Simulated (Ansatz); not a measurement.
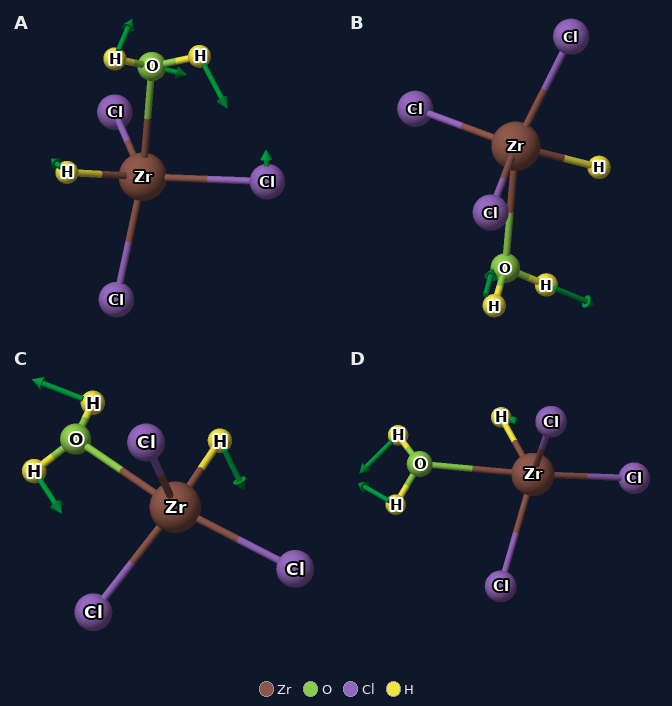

4 normal modes of one molecule or complex, as arrows. Charge 0, singlet. Harmonic vibrations computed with RKS PBE0-D4/def2-TZVP, core potentials on Zr (Ansatz 0.2.0) at a stationary point of the same level.

Match the panels to the wavenumbers 136 cm⁻¹, 494 cm⁻¹, 1602 cm⁻¹, 3915 cm⁻¹.

Answer. A: 136 cm⁻¹, angle bending
B: 3915 cm⁻¹, out-of-phase stretching of 2 O–H bonds
C: 494 cm⁻¹, H–O–Zr bending
D: 1602 cm⁻¹, H–O–H bending
